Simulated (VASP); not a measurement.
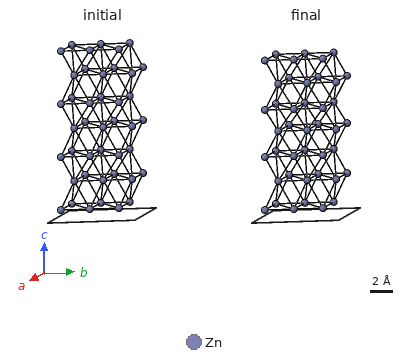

The structure of a slab of composition Zn before (left) and after (right) a relaxation, at one scale.

Style: ball-and-stick. Shown: the 2 × 3 repeat of the cell, outlined in the plane, without the vacuum, slightly off an axis.

The run lets the atoms move in a fixed cell. 3 atoms are held fixed.

Level of theory: VASP 6.6.1, Kohn-Sham DFT of a periodic cell, PBEsol, VASP PAW PBE potentials, recommended.

Input file:
```
SYSTEM = Zn
ALGO = Fast ; DIPOL = 0.5 0.5 0.500
EDIFF = 1E-7 ; EDIFFG = -0.02
ENCUT = 520 ; GGA = PS
IBRION = 2 ; IDIPOL = 3
ISIF = 2 ; ISMEAR = -1
LASPH = .TRUE. ; LCHARG = .FALSE.
LDIPOL = .TRUE. ; LREAL = .FALSE.
LWAVE = .FALSE. ; NELM = 100
NSW = 60 ; PREC = Accurate
SIGMA = 0.05
```

Launched with:
```bash
cat potpaw_PBE.64/Zn/POTCAR > POTCAR
mpirun -np 1 vasp_std > vasp.out
```

Describe what moved and what it gained.

The largest move is that of a Zn atom, 0.87 Å along the normal (−c). The lattice vectors keep their values. Among the contacts that change: Zn–Zn 2.913 → 2.684 Å, Zn–Zn 2.913 → 2.860 Å. After 34 geometry steps the energy has fallen by 0.140 eV per cell of the calculation. Largest force component: 0.21 eV/Å at the start, 0.41 eV/Å at the end. It ran on 1 thread of Intel(R) Xeon(R) Platinum 8259CL CPU @ 2.50GHz (Skylake/Cascade Lake) (shared host).
